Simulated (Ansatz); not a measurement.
**Effect of Si → C on HfSi2**

The reference is HfSi2 (space group Cmcm, No. 63; a = 3.6503 Å, b = 14.3497 Å, c = 3.6352 Å).

One thing is altered: C takes the place of Si on all its sites; the structure is relaxed again.

Level of theory: PBEsol/PAW in Ansatz (a first-principles code), no spin-orbit coupling. Γ-centred 15×15×16 mesh, Fermi–Dirac width 0.05 eV, for the changed cell.

| quantity | base | changed | shift |
|---|---|---|---|
| volume per atom | 15.87 Å³ | 9.59 Å³ | -6.28 Å³ |
| density | 8.19 g/cm³ | 11.69 g/cm³ | +3.50 g/cm³ |
| space group | Cmcm (No. 63) | Cmcm (No. 63) | – |
| band gap | zero | zero | – |

Final structure:

```
CELL_PARAMETERS angstrom
      1.53976    -6.52912     0.00000
      1.53976     6.52912     0.00000
      0.00000     0.00000     2.86191
ATOMIC_POSITIONS crystal
  C  0.96875 0.03125 0.75000
  C  0.03125 0.96875 0.25000
  C  0.24857 0.75143 0.75000
  C  0.75143 0.24857 0.25000
  Hf 0.61545 0.38455 0.75000
  Hf 0.38455 0.61545 0.25000
```

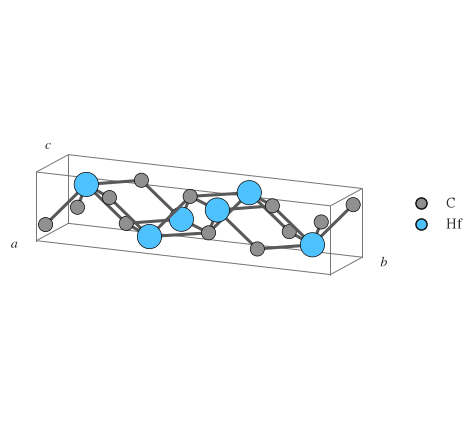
Fig. 1. The relaxed conventional cell after the change

Cost of the whole job for the changed cell (relaxation, final SCF and bands): roughly 10 core-minutes.

No phonon test of stability was made. As relaxed here, HfC2 is a hypothetical phase, not in the database extracts checked. All final runs are without spin polarisation.
